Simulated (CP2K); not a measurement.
Consider ethanethiol at its PBE geometry (Å).

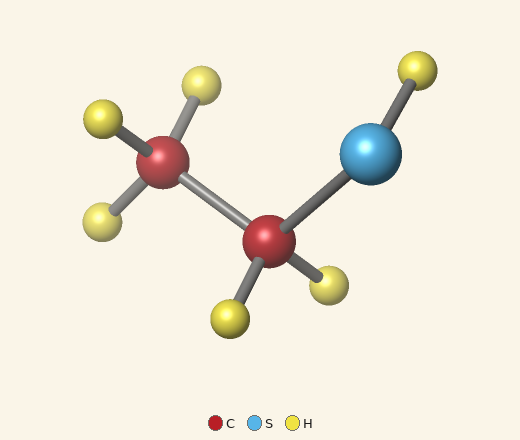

The molecule (carbon red, sulfur blue, hydrogen yellow).

```xyz
9

C    -0.8127    0.5358    0.0551
C     0.1109   -0.6623   -0.1414
S     1.7327   -0.5149    0.6953
H    -1.7874    0.3516   -0.4217
H    -0.3848    1.4430   -0.3928
H    -0.9808    0.7342    1.1214
H    -0.3265   -1.5707    0.2965
H     0.2791   -0.8714   -1.2059
H     2.1696    0.5547   -0.0065
```

Method: CP2K XAS_TDP, all-electron GAPW, PBEh(45%), aug-cc-pVDZ, TDA, GW2X-corrected core level, ZORA, spin–orbit coupling.

Predict the bright core excitations at the S L₂,₃ edge.

Leading lines: S3 167.04 eV. The leading line of an atom is its first one with 35 % of the strongest within 2.5 eV of its lowest line over the strength cut. Core ionisation energies at this level: S3 170.72/170.82/171.90 eV; the 2p½ level lies 1.13 eV above the 2p3/2 pair.

The first six lines of each atom with a strength over 0.0003:

| atom | energy (eV) | states | strength, one atom | above the computed threshold |
| --- | --- | --- | --- | --- |
| S3 (bonded to C and H) | 167.04 | 1 | 0.0015 |  |
|  | 167.28 | 1 | 0.0015 |  |
|  | 167.97 | 2 | 0.0008 |  |
|  | 168.07 | 1 | 0.0023 |  |
|  | 168.12 | 1 | 0.0004 |  |
|  | 168.14 | 2 | 0.0035 |  |

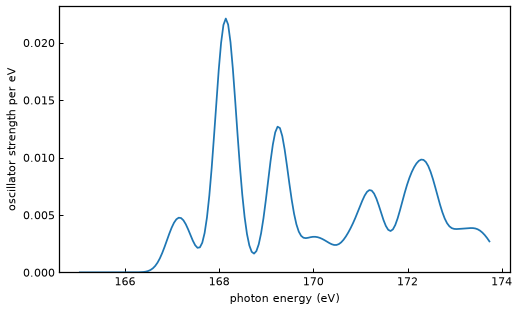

All atoms added, broadened by 0.5 eV.

Lines are vertical, at one geometry, with no vibrational structure. GW2X ionisation energies and lines can be off by 1 to 2 eV either way, and a good line position may hide errors that cancel. Rydberg lines, and the discretised continuum above threshold, depend on the basis and the box.

[Banner, clock and machine lines of the logs are left out without a mark of their own.]

[Logs are printed without paths, hosts, clocks, repeated set-up lines and the standing remarks that a program may print on its own settings, such as how far it seeks lower states.]

[Hosts, paths, dates, database ids (printed as entryN), source tags and the programs' standing remarks are cut or masked in the printed files.]
